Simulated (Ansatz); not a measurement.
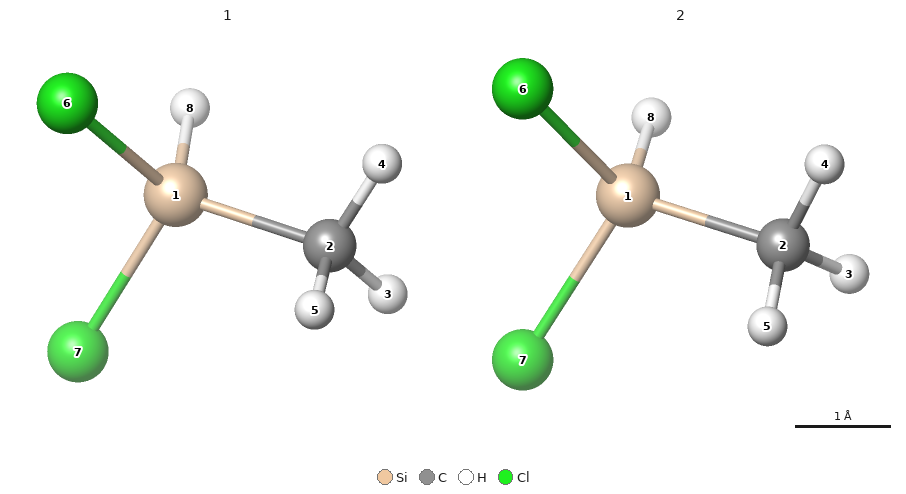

Two geometries of CH₄Cl₂Si, drawn at one scale. One is the start of a relaxation, the other its converged end. Style: ball-and-stick. Shown at a tilt.

All numbers below come from RHF/6-31G* (Ansatz 0.2.0). (no spin polarisation; force threshold 0.02 eV/Å; at most 40 steps)

### Which of the two is the end point?

Structure 1 is the relaxed one. The run prepares the start of a later molecular dynamics calculation, from a guessed geometry. The largest move after the best rigid fit is that of H3, 0.25 Å. By element the largest moves are H 0.25 Å, Cl 0.17 Å, Si 0.01 Å, C 0.01 Å. Among the contacts that change: Si1–Cl6 2.130 → 2.060 Å, C2–H5 1.110 → 1.085 Å, C2–H3 1.110 → 1.086 Å, Si1–C2 1.870 → 1.864 Å. Among the angles between lasting bonds that change: C2–Si1–H8 109.5° → 113.7°, Cl6–Si1–H8 109.5° → 107.3°. Over 7 accepted moves (9 points after the start) the energy falls by 16.6 kJ/mol. Largest force component: 1.3 eV/Å at the start, 0.00078 eV/Å at the end. The line search rejected the trial steps at points 5, 8 of the run.

Limits of the set-up: Hartree-Fock leaves out electron correlation.
